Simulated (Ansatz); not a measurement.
Geometry relaxation, with input and output: CH5GaO (part 2 of 2)

The same run, continued: CH5GaO; RHF/def2-SVP (Ansatz 0.2.0). It belongs to a series of runs on one base structure; here: end point B relaxed.

Geometry of the input (Å):
```
Ga 0.2280  -0.4443  -1.3499
O  0.9180  0.2596  1.4663
H  0.8551  -0.3661  2.1738
H  1.7031  -0.0015  0.9615
C  -1.7441  0.0031  -1.0824
H  -2.2700  -0.8150  -0.5758
H  -1.8543  0.8978  -0.4599
H  -2.2522  0.1850  -2.0359
```

## Trajectory as extended XYZ, continued
```
8
Properties=species:S:1:pos:R:3:forces:R:3 step=8 energy=-55471.40401
Ga    0.2708   -0.3758   -1.3700    0.0312   0.0092  -0.0343
O     0.8878    0.1741    1.2298    0.3078  -0.2614   0.0409
H     0.5925   -0.3471    1.9680    0.0423   0.1551  -0.1648
H     1.8229    0.0056    1.1494   -0.3738   0.0923   0.0982
C    -1.7088    0.0115   -1.0163    0.0116  -0.0009   0.0370
H    -2.1837   -0.8001   -0.4506   -0.0054   0.0101  -0.0029
H    -1.8477    0.9376   -0.4478   -0.0086   0.0017   0.0020
H    -2.2502    0.1127   -1.9648   -0.0050  -0.0062   0.0241
8
Properties=species:S:1:pos:R:3:forces:R:3 step=9 energy=-55471.36843 accepted=F
Ga    0.2700   -0.3576   -1.3827    0.1094  -0.0070  -0.1073
O     0.8879    0.0731    1.1251    1.5878  -0.6182   1.4964
H     0.5644   -0.2858    1.9637    0.0559   0.4603  -1.0346
H     1.8612    0.0284    1.2388   -1.7198   0.1656  -0.4674
C    -1.7097    0.0132   -1.0079    0.0308   0.0177   0.1215
H    -2.1790   -0.8039   -0.4477   -0.0274  -0.0201   0.0257
H    -1.8605    0.9363   -0.4376   -0.0002   0.0086   0.0205
H    -2.2507    0.1150   -1.9539   -0.0366  -0.0068  -0.0548
8
Properties=species:S:1:pos:R:3:forces:R:3 step=10 energy=-55471.41315
Ga    0.2714   -0.3867   -1.4419    0.0449   0.0161   0.0131
O     0.8738    0.1651    1.1979    0.3766  -0.2544   0.0697
H     0.5312   -0.3305    1.9330    0.0500   0.1469  -0.1658
H     1.8171    0.0191    1.2028   -0.4505   0.0861   0.0352
C    -1.6912    0.0062   -1.0099   -0.0286   0.0217   0.0162
H    -2.1479   -0.8056   -0.4297   -0.0027   0.0017  -0.0055
H    -1.7928    0.9271   -0.4243   -0.0111  -0.0069  -0.0120
H    -2.2779    0.1239   -1.9302    0.0214  -0.0112   0.0490
8
Properties=species:S:1:pos:R:3:forces:R:3 step=11 energy=-55471.42735
Ga    0.2864   -0.3449   -1.4391    0.0415   0.0153  -0.0246
O     0.8881    0.1159    1.1431    0.1290  -0.1603   0.1243
H     0.4912   -0.2954    1.9010   -0.0103   0.1052  -0.1256
H     1.8248   -0.0035    1.2470   -0.1763   0.0433  -0.0512
C    -1.6867    0.0104   -0.9994   -0.0202   0.0135   0.0578
H    -2.1234   -0.7992   -0.4008    0.0055   0.0035   0.0092
H    -1.8152    0.9426   -0.4370    0.0036  -0.0076   0.0088
H    -2.2816    0.0926   -1.9171    0.0273  -0.0129   0.0013
8
Properties=species:S:1:pos:R:3:forces:R:3 step=12 energy=-55471.44145
Ga    0.3082   -0.2949   -1.4696   -0.0222   0.0245   0.0344
O     0.8848    0.0729    1.0853    0.0076  -0.1025   0.1083
H     0.4172   -0.2238    1.8557   -0.0175   0.0739  -0.1179
H     1.8048   -0.0548    1.2726   -0.0367   0.0188  -0.0486
C    -1.6681    0.0101   -0.9741    0.0702  -0.0097  -0.0006
H    -2.0772   -0.8036   -0.3625    0.0137  -0.0006   0.0184
H    -1.8130    0.9467   -0.4238    0.0082  -0.0005   0.0211
H    -2.2731    0.0662   -1.8860   -0.0232  -0.0039  -0.0150
8
Properties=species:S:1:pos:R:3:forces:R:3 step=13 energy=-55471.44430
Ga    0.3142   -0.2867   -1.4618   -0.0073   0.0188   0.0129
O     0.8790    0.0681    1.0722    0.0079  -0.0772   0.0642
H     0.4023   -0.2128    1.8418   -0.0464   0.0544  -0.0694
H     1.7961   -0.0639    1.2681   -0.0073   0.0145  -0.0422
C    -1.6629    0.0098   -0.9690    0.0755  -0.0062   0.0086
H    -2.0665   -0.8046   -0.3549    0.0041  -0.0055   0.0195
H    -1.8087    0.9464   -0.4190   -0.0023   0.0039   0.0189
H    -2.2698    0.0624   -1.8798   -0.0241  -0.0027  -0.0124
8
Properties=species:S:1:pos:R:3:forces:R:3 step=14 energy=-55471.44907
Ga    0.3251   -0.2713   -1.4694   -0.0091   0.0182   0.0207
O     0.8656    0.0597    1.0500    0.0169  -0.0781   0.0793
H     0.3677   -0.1935    1.8162   -0.0318   0.0550  -0.0864
H     1.7768   -0.0810    1.2670   -0.0151   0.0148  -0.0349
C    -1.6495    0.0096   -0.9585    0.0670  -0.0073  -0.0062
H    -2.0379   -0.8047   -0.3345    0.0028  -0.0075   0.0168
H    -1.7961    0.9478   -0.4113   -0.0040   0.0063   0.0154
H    -2.2680    0.0520   -1.8618   -0.0267  -0.0014  -0.0047
8
Properties=species:S:1:pos:R:3:forces:R:3 step=15 energy=-55471.43649 accepted=F
Ga    0.3552   -0.1994   -1.4856    0.0192  -0.0068  -0.0500
O     0.8675   -0.0069    0.9616   -0.4266  -0.2342   1.4546
H     0.2473   -0.0837    1.7098    0.9316   0.1380  -1.1824
H     1.7435   -0.1540    1.3192   -0.5582   0.0975  -0.2783
C    -1.6192    0.0090   -0.9296    0.0106  -0.0498   0.0315
H    -1.9536   -0.8108   -0.2782    0.0155   0.0438  -0.0293
H    -1.7829    0.9496   -0.3898   -0.0235   0.0105   0.0121
H    -2.2742    0.0149   -1.8098    0.0314   0.0009   0.0418
8
Properties=species:S:1:pos:R:3:forces:R:3 step=16 energy=-55471.45712
Ga    0.3410   -0.2469   -1.4848    0.0049   0.0127   0.0102
O     0.8549    0.0337    1.0082    0.0195  -0.0590   0.0842
H     0.3035   -0.1499    1.7575    0.0056   0.0439  -0.0858
H     1.7499   -0.1054    1.2864   -0.0473   0.0089  -0.0297
C    -1.6283    0.0087   -0.9417    0.0253  -0.0055   0.0020
H    -1.9914   -0.8081   -0.3050    0.0065  -0.0017   0.0067
H    -1.7757    0.9469   -0.3936   -0.0041   0.0020   0.0066
H    -2.2702    0.0397   -1.8294   -0.0103  -0.0013   0.0058
8
Properties=species:S:1:pos:R:3:forces:R:3 step=17 energy=-55471.46069
Ga    0.3552   -0.2174   -1.4964    0.0109   0.0035  -0.0056
O     0.8498   -0.0111    0.9674   -0.1523  -0.0773   0.4692
H     0.2513   -0.0845    1.7086    0.2762   0.0555  -0.4050
H     1.7275   -0.1340    1.3074   -0.1417   0.0195  -0.0782
C    -1.6114    0.0078   -0.9269   -0.0142  -0.0136   0.0081
H    -1.9519   -0.8151   -0.2845    0.0159   0.0090  -0.0052
H    -1.7667    0.9432   -0.3753   -0.0011   0.0028   0.0029
H    -2.2703    0.0296   -1.8027    0.0064   0.0006   0.0138
8
Properties=species:S:1:pos:R:3:forces:R:3 step=18 energy=-55471.46519
Ga    0.3681   -0.1744   -1.5147   -0.0095  -0.0086   0.0096
O     0.8413   -0.0328    0.9458    0.0278  -0.0131  -0.0061
H     0.2136   -0.0070    1.6543   -0.0072  -0.0045   0.0007
H     1.6927   -0.2012    1.3235   -0.0205   0.0152  -0.0001
C    -1.5958    0.0061   -0.9126    0.0161   0.0158  -0.0220
H    -1.9015   -0.8225   -0.2612    0.0060  -0.0006   0.0064
H    -1.7629    0.9408   -0.3625   -0.0058  -0.0035   0.0091
H    -2.2719    0.0096   -1.7748   -0.0069  -0.0008   0.0025
8
Properties=species:S:1:pos:R:3:forces:R:3 step=19 energy=-55471.46504 accepted=F
Ga    0.3712   -0.1866   -1.5202   -0.0034   0.0064  -0.0046
O     0.8310   -0.0769    0.9311    0.2959  -0.0262   0.1606
H     0.1909   -0.0249    1.6274   -0.0031   0.0036  -0.0097
H     1.6892   -0.1488    1.3360   -0.2894   0.0230  -0.1450
C    -1.5881    0.0114   -0.9079   -0.0019  -0.0015  -0.0098
H    -1.8867   -0.8163   -0.2519   -0.0088  -0.0041   0.0020
H    -1.7488    0.9457   -0.3550    0.0052   0.0007  -0.0009
H    -2.2751    0.0150   -1.7618    0.0055  -0.0018   0.0074
8
Properties=species:S:1:pos:R:3:forces:R:3 step=20 energy=-55471.46572
Ga    0.3682   -0.1801   -1.5168    0.0027  -0.0025  -0.0087
O     0.8403   -0.0561    0.9399    0.0555  -0.0139   0.0531
H     0.2059   -0.0113    1.6420    0.0022  -0.0012  -0.0154
H     1.6935   -0.1774    1.3338   -0.0662   0.0149  -0.0393
C    -1.5940    0.0089   -0.9124    0.0042   0.0031   0.0051
H    -1.8959   -0.8204   -0.2599   -0.0012  -0.0020   0.0026
H    -1.7589    0.9420   -0.3587   -0.0010   0.0008   0.0012
H    -2.2756    0.0131   -1.7702    0.0038   0.0007   0.0013
8
Properties=species:S:1:pos:R:3:forces:R:3 step=21 energy=-55471.46579
Ga    0.3670   -0.1803   -1.5254   -0.0014  -0.0006   0.0064
O     0.8394   -0.0606    0.9412    0.0464  -0.0114   0.0376
H     0.2032   -0.0112    1.6412    0.0080  -0.0018  -0.0161
H     1.6923   -0.1735    1.3379   -0.0599   0.0125  -0.0313
C    -1.5928    0.0090   -0.9127    0.0028   0.0022   0.0016
H    -1.8921   -0.8203   -0.2590    0.0002  -0.0017   0.0009
H    -1.7552    0.9420   -0.3580    0.0012   0.0002  -0.0002
H    -2.2782    0.0137   -1.7676    0.0027   0.0006   0.0011
8
Properties=species:S:1:pos:R:3:forces:R:3 step=22 energy=-55471.46593
Ga    0.3715   -0.1801   -1.5225   -0.0040   0.0008   0.0012
O     0.8309   -0.0831    0.9318    0.0656  -0.0059   0.0692
H     0.1922   -0.0111    1.6279    0.0050  -0.0012  -0.0238
H     1.6853   -0.1562    1.3349   -0.0649   0.0070  -0.0410
C    -1.5875    0.0100   -0.9074   -0.0014  -0.0029  -0.0085
H    -1.8858   -0.8188   -0.2523   -0.0011   0.0004  -0.0008
H    -1.7487    0.9437   -0.3536    0.0013   0.0011   0.0005
H    -2.2743    0.0142   -1.7611   -0.0005   0.0006   0.0033
8
Properties=species:S:1:pos:R:3:forces:R:3 step=23 energy=-55471.46598
Ga    0.3696   -0.1816   -1.5241    0.0023   0.0000   0.0054
O     0.8366   -0.0891    0.9328   -0.0029  -0.0004   0.0007
H     0.1920   -0.0108    1.6220    0.0037  -0.0001   0.0020
H     1.6881   -0.1498    1.3410   -0.0028   0.0008  -0.0019
C    -1.5886    0.0097   -0.9058   -0.0031  -0.0010  -0.0155
H    -1.8919   -0.8195   -0.2538    0.0034  -0.0012   0.0014
H    -1.7508    0.9431   -0.3518    0.0040   0.0009   0.0018
H    -2.2715    0.0166   -1.7627   -0.0045   0.0010   0.0061
```

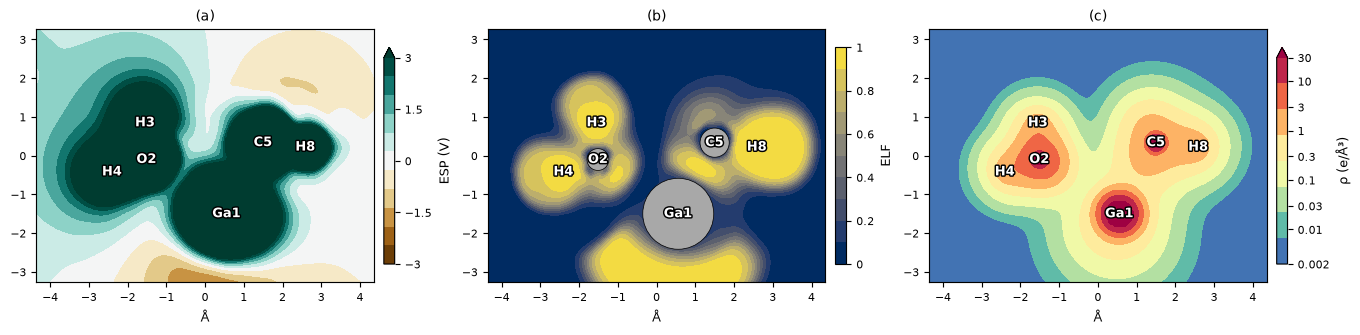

*(a) molecular electrostatic potential; (b) electron localisation function; (c) electron density on the plane of atoms Ga1, C5 and H8. Grey discs, where drawn, cover atomic cores.*

Ga1···O2 (2.50 Å): ρ at the midpoint is about 0.16 e/Å³; the ELF is only about 0.05 between them. C–Ga (2.06 Å): ρ at the midpoint is about 0.69 e/Å³; the ELF peaks at about 0.95 in the valence shell of C, 0.7 Å from its nucleus, and is about 0.65 at the midpoint. C–H (1.10 Å): ρ at the midpoint is about 1.8 e/Å³; the ELF climbs to about 1 towards the hydrogen; a covalent bond by its length.

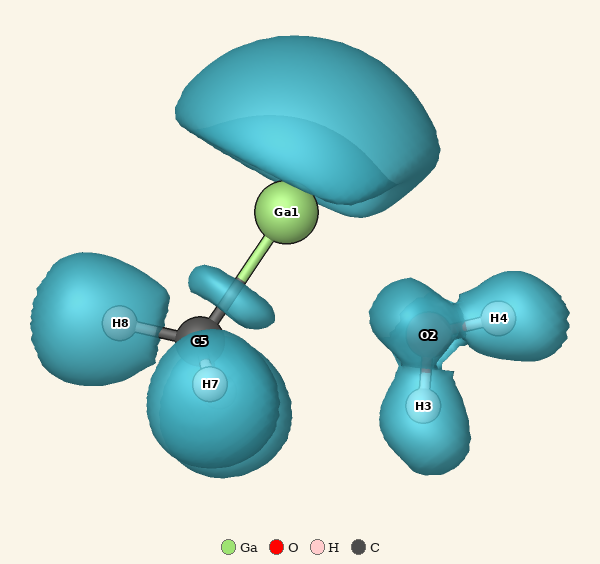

*Isosurface of the electron localisation function at 0.8 (cyan), seen face on. Core shells and regions of very low density are left out.*

Along the contacts the grid gives the following. Ga1···O2 (2.50 Å): the ELF is only about 0.05 between them. C–Ga (2.06 Å): the ELF peaks at about 0.95 in the valence shell of C, 0.7 Å from its nucleus, and is about 0.65 at the midpoint.

## Results in brief

```tsv
quantity	value
outcome	converged
total energy	−55471.4660 eV
mean-field energy	−55471.4660 eV
largest force (length of the vector) at the end	0.016 eV/Å
hardware	1 thread of Arm Neoverse V1, 24 GiB of memory available, shared host
wall time	38 s
peak memory	0.16 GiB
```
